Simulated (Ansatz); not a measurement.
**AlCl₂FH₂ (built from SMILES [F][Al]([Cl])[Cl].[H][H]): search for a transition state**

Wanted: the transition state of a four-centre ligand exchange (form Al1–H6, F2–H5 and break Al1–F2, H5–H6). The guess is relaxed with those distances held, a saddle search follows, and vibrations and two downhill relaxations check it.

The runs use Ansatz 0.2.0, Gaussian basis; PBE0-D4, def2-SVP first, then def2-TZVP.

31 further runs of the same task are left out: 31 set aside as unsound or not needed.

### 1 Where the work starts

The guess: 6 atoms, charge 0, spin multiplicity 1.

Atoms are counted from 1 here; the program's logs count them from 0.

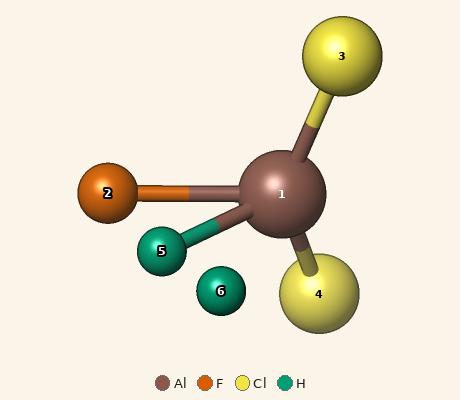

As it starts; aluminium brown, fluorine orange, chlorine yellow, hydrogen teal; atoms are numbered from 1 in the order of the file.

As a file:

```xyz
6
AlCl2FH2
Al    0.2602   -0.5725    0.1840
F    -1.4929    0.5755   -0.0627
Cl    0.3937   -1.8359   -1.3715
Cl    0.7629   -0.5359    2.1282
H    -0.4356    1.0852   -0.3540
H     0.5117    1.2836   -0.5239
```

Distances that are to change: Al1–H6 2.00 Å, F2–H5 1.21 Å, Al1–F2 2.11 Å, H5–H6 0.98 Å.

### 2 Constrained relaxation of the guess

hold/in.yaml reads:

```yaml
crystal:
  periodic: [false, false, false]
  atoms:
    - {symbol: Al, position_ang: [0.260200, -0.572500, 0.184000]}
    - {symbol: F, position_ang: [-1.492900, 0.575500, -0.062700]}
    - {symbol: Cl, position_ang: [0.393700, -1.835900, -1.371500]}
    - {symbol: Cl, position_ang: [0.762900, -0.535900, 2.128200]}
    - {symbol: H, position_ang: [-0.435600, 1.085200, -0.354000]}
    - {symbol: H, position_ang: [0.511700, 1.283600, -0.523900]}
basis:
  gaussian: {orbitals: def2-SVP}
hamiltonian: {xc: pbe0, dispersion: d4}
relax: {f_tol: 0.08, max_steps: 120, escape_saddle: false, constraints: [{distance: [0, 5]}, {distance: [1, 4]}, {distance: [0, 1]}, {distance: [4, 5]}]}
```

No record of the launch command was kept for these runs.

The log in hold was not kept; the run's report gives a total energy of -34369.222207 eV.

Run time: 3.6 s. Hardware: 2 threads, shared host; peak memory 0.17 GiB.

Distances of close pairs at the start and the end, largest changes first:

| bond | before (Å) | after (Å) | change (Å) |
| --- | --- | --- | --- |
| Al1–Cl3 | 2.008 | 2.074 | +0.065 |
| Al1–Cl4 | 2.008 | 2.074 | +0.065 |
| Al1–H5 | 1.877 | 1.929 | +0.052 |
| Al1–F2 | 2.110 | 2.110 | +0.000 |

### 3 Saddle search in the small basis

presaddle/in.yaml reads:

```yaml
crystal:
  periodic: [false, false, false]
  atoms:
    - {symbol: Al, position_ang: [0.231723, -0.509555, 0.165147]}
    - {symbol: F, position_ang: [-1.517949, 0.643724, -0.081267]}
    - {symbol: Cl, position_ang: [0.471012, -1.970342, -1.287073]}
    - {symbol: Cl, position_ang: [0.828522, -0.702132, 2.141788]}
    - {symbol: H, position_ang: [-0.485334, 1.192886, -0.388935]}
    - {symbol: H, position_ang: [0.472026, 1.345420, -0.549560]}
basis:
  gaussian: {orbitals: def2-SVP}
hamiltonian: {xc: pbe0, dispersion: d4}
saddle:
  f_tol: 0.04
  max_steps: 70
  order_check: false
  mode_guess:
    - [0.9492, 0.3798, -0.2401]
    - [0.0246, 1.0007, -0.3712]
    - [0.0000, 0.0000, 0.0000]
    - [0.0000, 0.0000, 0.0000]
    - [-1.8281, -0.6093, 0.4179]
    - [0.8543, -0.7712, 0.1935]
```

The log in presaddle was not kept; the run's report gives a total energy of -34369.718318 eV.

It took 32 s on 2 threads, shared host; peak memory 0.17 GiB.

### 4 Saddle search in triple zeta

saddle/in.yaml reads:

```yaml
crystal:
  periodic: [false, false, false]
  atoms:
    - {symbol: Al, position_ang: [0.268602, -0.354316, 0.103214]}
    - {symbol: F, position_ang: [-1.403913, 0.533899, -0.051362]}
    - {symbol: Cl, position_ang: [0.407905, -1.904480, -1.287110]}
    - {symbol: Cl, position_ang: [0.761908, -0.646699, 2.109849]}
    - {symbol: H, position_ang: [-0.619765, 1.189442, -0.375830]}
    - {symbol: H, position_ang: [0.585262, 1.182154, -0.498661]}
basis:
  gaussian: {orbitals: def2-TZVP}
hamiltonian: {xc: pbe0, dispersion: d4}
saddle:
  f_tol: 0.01
  max_steps: 50
  order_check: false
  mode_guess:
    - [0.4518, 0.0955, -0.0824]
    - [-0.0052, 0.1748, -0.0642]
    - [-0.0546, -0.0716, 0.0242]
    - [-0.0531, -0.0665, 0.0382]
    - [-0.7321, 0.0443, 0.0599]
    - [0.3933, -0.1764, 0.0244]
```

Standard output, shortened:

```text
Functional definition: PBE0
  name "PBE0"
  cite "Adamo & Barone, J. Chem. Phys. 110, 6158 (1999) doi:10.1063/1.478522"
  cite "Perdew, Burke & Ernzerhof, Phys. Rev. Lett. 77, 3865 (1996) doi:10.1103/PhysRevLett.77.3865"
  parent pbe
[...]
1059 factors; their error is unknown
[...]
mean field -34383.92291436 eV, -1263.5858608426 hartree, gradient 8.3e-6 eV, S^2 0.000000; 0 other end points of the search recorded, 0 dependent functions left out
[...]
reference -34383.92294218 eV, -1263.5858618651 hartree; 29, 29 occupied and 125, 125 virtual orbitals, 1059 factors
[...]
1059 factors; their error is unknown
mean field -34383.92221276 eV, -1263.5858350595 hartree, gradient 2.1e-6 eV, S^2 0.000000; 0 other end points of the search recorded, 0 dependent functions left out
[...]
reference -34383.92224058 eV, -1263.5858360818 hartree; 29, 29 occupied and 125, 125 virtual orbitals, 1059 factors
[...]
1059 factors; their error is unknown
mean field -34383.92165058 eV, -1263.5858143996 hartree, gradient 2.1e-6 eV, S^2 0.000000; 0 other end points of the search recorded, 0 dependent functions left out
[...]
reference -34383.92167838 eV, -1263.5858154211 hartree; 29, 29 occupied and 125, 125 virtual orbitals, 1059 factors
saddle step   1: F+E_penalty+E_count = -34384.03840446 eV  max|allowed force component| = 1.755e-1 eV/Å  curvature = -4.6224 eV/Å²  mode residual = 3.73e-1 eV/Å²  Δτ_max = 0.0000 Å  (1 rotations, 3 force calls, 68 SCF iters)  cluster: 3 rotations left out, max|force component along them| [...]
saddle step   6: F+E_penalty+E_count = -34384.03979531 eV  max|allowed force component| = 1.348e-2 eV/Å  curvature = -3.6736 eV/Å²  mode residual = 5.99e-2 eV/Å²  Δτ_max = 0.0026 Å  (1 rotations, 3 force calls, 73 SCF iters)  cluster: 3 rotations left out, max|force component along them| [...]
saddle step   7: F+E_penalty+E_count = -34384.03979865 eV  max|allowed force component| = 5.339e-3 eV/Å  curvature = -3.8482 eV/Å² (error put at 0.0039; -3.8520 at half of saddle.amplitude)  mode residual = 4.58e-2 eV/Å²  Δτ_max = 0.0012 Å  (0 rotations, 9 force calls, 189 SCF iters)  [...]
Total energy: -34384.03982642 eV, -1263.5901572818 hartree
Atom 0 at     0.277325    -0.350104     0.100748 Å, force    -0.001572    -0.000983     0.000547 eV/Å
Atom 1 at    -1.397901     0.528915    -0.050146 Å, force    -0.000264     0.003659    -0.001357 eV/Å
Atom 2 at     0.402895    -1.897559    -1.279701 Å, force     0.000522    -0.002369    -0.003926 eV/Å
Atom 3 at     0.755176    -0.645876     2.100799 Å, force     0.001386     0.000687     0.004352 eV/Å
Atom 4 at    -0.636546     1.187041    -0.373177 Å, force     0.005266    -0.003971     0.000962 eV/Å
Atom 5 at     0.599050     1.177583    -0.498422 Å, force    -0.005339     0.002978    -0.000578 eV/Å
Dipole moment:    -0.092569     0.372864    -0.128416 e Å
```

It took 43 s on 2 threads, shared host; peak memory 0.37 GiB.

The point found:

```xyz
6

Al    0.27733   -0.35010    0.10075
F    -1.39790    0.52892   -0.05015
Cl    0.40290   -1.89756   -1.27970
Cl    0.75518   -0.64588    2.10080
H    -0.63655    1.18704   -0.37318
H     0.59905    1.17758   -0.49842
```

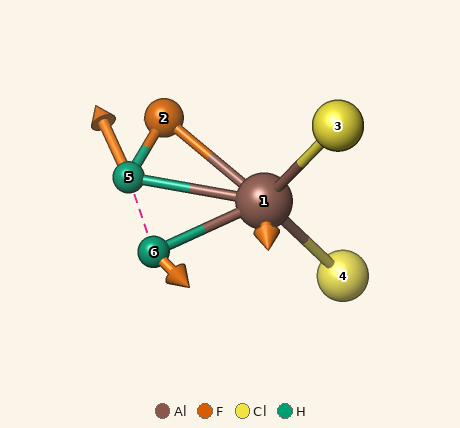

The point found; broken lines mark the pairs that react, arrows the followed mode.

### 5 Checking the order of the point

vib/in.yaml reads:

```yaml
crystal:
  periodic: [false, false, false]
  atoms:
    - {symbol: Al, position_ang: [0.277325, -0.350104, 0.100748]}
    - {symbol: F, position_ang: [-1.397901, 0.528915, -0.050146]}
    - {symbol: Cl, position_ang: [0.402895, -1.897559, -1.279701]}
    - {symbol: Cl, position_ang: [0.755176, -0.645876, 2.100799]}
    - {symbol: H, position_ang: [-0.636546, 1.187041, -0.373177]}
    - {symbol: H, position_ang: [0.599050, 1.177583, -0.498422]}
basis:
  gaussian: {orbitals: def2-TZVP}
hamiltonian: {xc: pbe0, dispersion: d4}
phonons: {temperatures: {t_min: 298.15, t_max: 900, t_step: 200}}
```

Standard output, shortened:

```text
Functional definition: PBE0
  name "PBE0"
  cite "Adamo & Barone, J. Chem. Phys. 110, 6158 (1999) doi:10.1063/1.478522"
  cite "Perdew, Burke & Ernzerhof, Phys. Rev. Lett. 77, 3865 (1996) doi:10.1103/PhysRevLett.77.3865"
  parent pbe
[...]
1059 factors; their error is unknown
[...]
mean field -34383.92391697 eV, -1263.5858976881 hartree, gradient 1.5e-5 eV, S^2 0.000000; 0 other end points of the search recorded, 0 dependent functions left out
[...]
reference -34383.92394475 eV, -1263.5858987088 hartree; 29, 29 occupied and 125, 125 virtual orbitals, 1059 factors
[... from here to the last solve, the lines of the solves are left out (35 solves) ...]
1059 factors; their error is unknown
mean field -34383.92391194 eV, -1263.5858975029 hartree, gradient 2.1e-6 eV, S^2 0.000000; 0 other end points of the search recorded, 0 dependent functions left out
[...]
reference -34383.92393971 eV, -1263.5858985237 hartree; 29, 29 occupied and 125, 125 virtual orbitals, 1059 factors
WARN: phonons: modes at or below zero, which the zero-point energy, F, S and C_V leave out: 1, the lowest at -616.73 cm⁻¹. A minimum has none, and a first-order saddle one
Total energy: -34384.03982645 eV, -1263.5901572827 hartree
Atom 0 at     0.277325    -0.350104     0.100748 Å, force    -0.001563    -0.000972     0.000551 eV/Å
Atom 1 at    -1.397901     0.528915    -0.050146 Å, force    -0.000258     0.003661    -0.001356 eV/Å
Atom 2 at     0.402895    -1.897559    -1.279701 Å, force     0.000521    -0.002380    -0.003932 eV/Å
Atom 3 at     0.755176    -0.645876     2.100799 Å, force     0.001384     0.000685     0.004352 eV/Å
Atom 4 at    -0.636546     1.187041    -0.373177 Å, force     0.005263    -0.003970     0.000959 eV/Å
Atom 5 at     0.599050     1.177583    -0.498422 Å, force    -0.005346     0.002976    -0.000574 eV/Å
Dipole moment:    -0.092568     0.372863    -0.128416 e Å
Vibrations: -616.73 138.57 142.25 231.10 447.96 477.60 615.96 633.43 1092.98 1186.18 1694.16 2266.54 cm⁻¹, zero-point energy 0.553387 eV
```

Wall time 45 s (2 threads, shared host); peak memory 0.37 GiB.

Wavenumbers and character of the modes:

| mode | wavenumber (cm⁻¹) | character |
| --- | --- | --- |
| 1 | 617i | changes F2–H5, H5–H6 |
| 2 | 139 | bend |
| 3 | 142 | bend |
| 4 | 231 | bend |
| 5 | 448 | bend |
| 6 | 478 | Al–Cl stretch |
| 7 | 616 | Al–Cl stretch |
| 8 | 633 | bend |
| 9 | 1093 | bend |
| 10 | 1186 | bend |
| 11 | 1694 | Al–H stretch |
| 12 | 2267 | F–H and Al–H stretch |

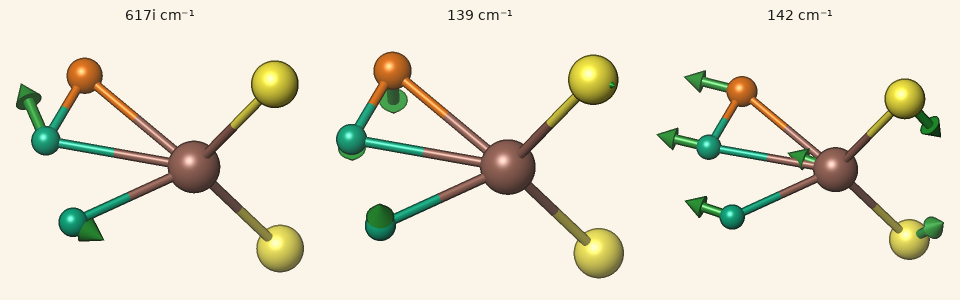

How the atoms move in 3 of the modes.

Vibrational sums (real modes only):

| T (K) | entropy (J/mol/K) | heat capacity (J/mol/K) |
| --- | --- | --- |
| 298 | 41.5 | 45.1 |
| 498 | 68.7 | 60.8 |
| 698 | 90.9 | 70.3 |
| 898 | 109.4 | 76.4 |

### 6 Relaxing after a step of 0.30 Å one way along the mode

downa/in.yaml reads:

```yaml
crystal:
  periodic: [false, false, false]
  atoms:
    - {symbol: Al, position_ang: [0.464571, -0.315893, 0.068571]}
    - {symbol: F, position_ang: [-1.410758, 0.591304, -0.071913]}
    - {symbol: Cl, position_ang: [0.379860, -1.925648, -1.271217]}
    - {symbol: Cl, position_ang: [0.732931, -0.671183, 2.116806]}
    - {symbol: H, position_ang: [-0.934492, 1.215444, -0.352649]}
    - {symbol: H, position_ang: [0.767888, 1.105975, -0.489498]}
basis:
  gaussian: {orbitals: def2-TZVP}
hamiltonian: {xc: pbe0, dispersion: d4}
relax: {f_tol: 0.005, max_steps: 200}
```

Standard output, shortened:

```text
Functional definition: PBE0
  name "PBE0"
  cite "Adamo & Barone, J. Chem. Phys. 110, 6158 (1999) doi:10.1063/1.478522"
  cite "Perdew, Burke & Ernzerhof, Phys. Rev. Lett. 77, 3865 (1996) doi:10.1103/PhysRevLett.77.3865"
  parent pbe
[...]
1059 factors; their error is unknown
[...]
mean field -34383.55422191 eV, -1263.5723116451 hartree, gradient 5.7e-5 eV, S^2 0.000000; 0 other end points of the search recorded, 0 dependent functions left out
[...]
reference -34383.55425026 eV, -1263.5723126868 hartree; 29, 29 occupied and 125, 125 virtual orbitals, 1059 factors
relax step   1: F+E_penalty+E_count = -34383.66829503 eV  Δ(F+E_penalty+E_count) = +0.000e0 eV  max|allowed force component| = 6.643e0 eV/Å  Δτ_max = 0.0000 Å  (24 SCF iters, accepted)
[...]
1059 factors; their error is unknown
mean field -34384.06953295 eV, -1263.5912489764 hartree, gradient 2.2e-5 eV, S^2 0.000000; 1 other end points of the search recorded, 0 dependent functions left out
[...]
reference -34384.06956214 eV, -1263.5912500492 hartree; 29, 29 occupied and 125, 125 virtual orbitals, 1059 factors
Total energy: -34384.18397194 eV, -1263.5954545319 hartree
Atom 0 at     0.545013    -0.287258     0.049585 Å, force     0.004934    -0.001445     0.000021 eV/Å
Atom 1 at    -1.371972     0.475374    -0.033026 Å, force    -0.002006     0.003214    -0.000982 eV/Å
Atom 2 at     0.337261    -1.922195    -1.245460 Å, force    -0.000510     0.000455     0.000194 eV/Å
Atom 3 at     0.686218    -0.682307     2.103196 Å, force    -0.000565     0.000256    -0.000346 eV/Å
Atom 4 at    -1.314014     1.345928    -0.361407 Å, force    -0.000707    -0.001832     0.000752 eV/Å
Atom 5 at     1.117494     1.070457    -0.512788 Å, force    -0.001147    -0.000648     0.000360 eV/Å
Dipole moment:    -0.428219     0.720869    -0.222290 e Å
```

It took 20 s on 2 threads, shared host; peak memory 0.39 GiB.

The steps of the relaxation:

| step | energy from step 1 (eV) | largest force component (eV/Å) |
| --- | --- | --- |
| 1 | 0.0000 | 6.6430 |
| 2 | -0.4598 | 0.4514 |
| 3 | -0.4787 | 0.8812 |
| 4 | -0.4947 | 0.3444 |
| 5 | -0.5055 | 0.1763 |
| 6 | -0.5136 | 0.3488 |
| 7 | -0.5148 | 0.1157 |
| 8 | -0.5154 | 0.0446 |
| 9 | -0.5156 | 0.0082 |
| 10 | -0.5156 | 0.0049 |

Distances of close pairs at the start and the end, largest changes first:

| bond | before (Å) | after (Å) | change (Å) |
| --- | --- | --- | --- |
| F2–H5 | 0.834 | 0.932 | +0.098 |
| Al1–F2 | 2.088 | 2.065 | -0.023 |
| Al1–H6 | 1.557 | 1.577 | +0.020 |
| Al1–Cl3 | 2.096 | 2.096 | -0.000 |
| Al1–Cl4 | 2.096 | 2.096 | -0.000 |

### 7 Relaxing after a step of 0.30 Å the other way along the mode

downb/in.yaml reads:

```yaml
crystal:
  periodic: [false, false, false]
  atoms:
    - {symbol: Al, position_ang: [0.090080, -0.384315, 0.132925]}
    - {symbol: F, position_ang: [-1.385044, 0.466526, -0.028379]}
    - {symbol: Cl, position_ang: [0.425931, -1.869471, -1.288186]}
    - {symbol: Cl, position_ang: [0.777421, -0.620570, 2.084791]}
    - {symbol: H, position_ang: [-0.338600, 1.158638, -0.393706]}
    - {symbol: H, position_ang: [0.430212, 1.249192, -0.507345]}
basis:
  gaussian: {orbitals: def2-TZVP}
hamiltonian: {xc: pbe0, dispersion: d4}
relax: {f_tol: 0.005, max_steps: 200}
```

Standard output, shortened:

```text
Functional definition: PBE0
  name "PBE0"
  cite "Adamo & Barone, J. Chem. Phys. 110, 6158 (1999) doi:10.1063/1.478522"
  cite "Perdew, Burke & Ernzerhof, Phys. Rev. Lett. 77, 3865 (1996) doi:10.1103/PhysRevLett.77.3865"
  parent pbe
[...]
1059 factors; their error is unknown
[...]
mean field -34384.18929464 eV, -1263.5956501375 hartree, gradient 7.0e-5 eV, S^2 0.000000; 0 other end points of the search recorded, 0 dependent functions left out
[...]
reference -34384.18932348 eV, -1263.5956511974 hartree; 29, 29 occupied and 125, 125 virtual orbitals, 1059 factors
relax step   1: F+E_penalty+E_count = -34384.30641567 eV  Δ(F+E_penalty+E_count) = +0.000e0 eV  max|allowed force component| = 2.221e0 eV/Å  Δτ_max = 0.0000 Å  (26 SCF iters, accepted)
[...]
1059 factors; their error is unknown
[...]
mean field -34385.29230037 eV, -1263.6361848504 hartree, gradient 4.8e-5 eV, S^2 0.000000; 1 other end points of the search recorded, 0 dependent functions left out
[...]
reference -34385.29232943 eV, -1263.6361859183 hartree; 29, 29 occupied and 125, 125 virtual orbitals, 1059 factors
Total energy: -34385.41346529 eV, -1263.6406375792 hartree
Atom 0 at    -0.252666    -0.565710     0.235788 Å, force    -0.000716     0.000618    -0.000156 eV/Å
Atom 1 at    -1.786179     0.009346     0.182648 Å, force    -0.000679     0.000441    -0.000089 eV/Å
Atom 2 at     0.451906    -1.714207    -1.339888 Å, force     0.000596    -0.000532    -0.001282 eV/Å
Atom 3 at     0.801859    -0.470770     2.018256 Å, force     0.000847     0.000379     0.001191 eV/Å
Atom 4 at     0.031388     1.483517    -0.552760 Å, force    -0.000294    -0.000573     0.000246 eV/Å
Atom 5 at     0.753692     1.257825    -0.543943 Å, force     0.000246    -0.000332     0.000089 eV/Å
Dipole moment:     0.157022     0.255162    -0.110825 e Å
```

Wall time 20 s (2 threads, shared host); peak memory 0.38 GiB.

The steps of the relaxation:

| step | energy from step 1 (eV) | largest force component (eV/Å) |
| --- | --- | --- |
| 1 | 0.0000 | 2.2210 |
| 2 | -0.3302 | 1.4800 |
| 3 | -0.6726 | 1.9930 |
| 4 | -1.0133 | 0.7337 |
| 5 | -1.0307 | 1.2050 |
| 6 | -1.0750 | 0.8202 |
| 7 | -1.0965 | 0.4201 |
| 8 | -1.1067 | 0.0679 |
| 9 | -1.1070 | 0.0106 |
| 10 | -1.1070 | 0.0013 |

Close pairs (by a distance rule), those that changed most:

| bond | before (Å) | after (Å) | change (Å) |
| --- | --- | --- | --- |
| Al1–H5 | 1.686 | 2.214 | +0.528 |
| Al1–H6 | 1.787 | 2.224 | +0.437 |
| Al1–F2 | 1.711 | 1.639 | -0.072 |
| H5–H6 | 0.782 | 0.757 | -0.026 |
| Al1–Cl3 | 2.083 | 2.073 | -0.010 |
| Al1–Cl4 | 2.083 | 2.073 | -0.010 |

### 8 The three structures

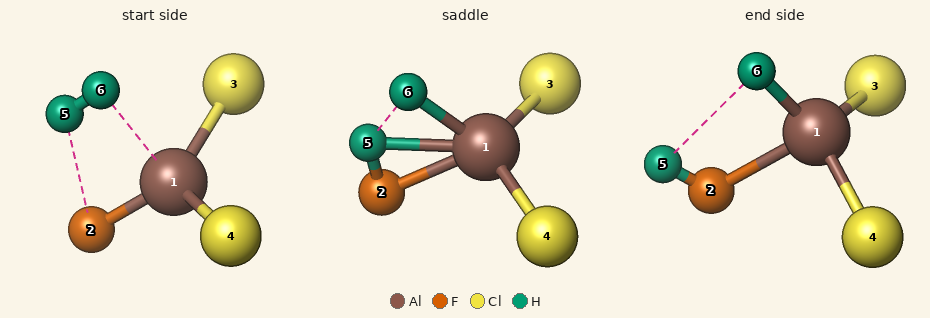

The minimum on the start side, the saddle and the minimum on the end side; broken lines mark the pairs that change.

| pair | start side (Å) | saddle (Å) | end side (Å) |
| --- | --- | --- | --- |
| Al1–H6 | 2.224 | 1.672 | 1.577 |
| F2–H5 | 2.453 | 1.057 | 0.932 |
| Al1–F2 | 1.639 | 1.898 | 2.065 |
| H5–H6 | 0.757 | 1.242 | 2.452 |

### 9 Outcome

```
                       quantity                                                       value
                 imaginary mode                                                   617i cm⁻¹
    barrier from the start side                                                    1.374 eV
      barrier from the end side                                                    0.144 eV
             energy of the step                                                   +1.229 eV
              pairs that change  Al1–H6 formed, F2–H5 formed, Al1–F2 loosened, H5–H6 broken
zero-point energy at the saddle                                                    0.553 eV
```

**Reading.** One imaginary mode, 617i cm⁻¹, makes this a first-order saddle. The two relaxations end on the structures that were planned. A bond meant to break is only loosened at the end: the products stay bound as an adduct. At PBE0-D4/def2-TZVP the electronic barrier is 1.374 eV, about 53 kT at 298 K, and the step runs 1.229 eV uphill. A step off the saddle overshot and began above it in energy, so the link to its end is likely but not proven. Lower complexes than these ends may exist.
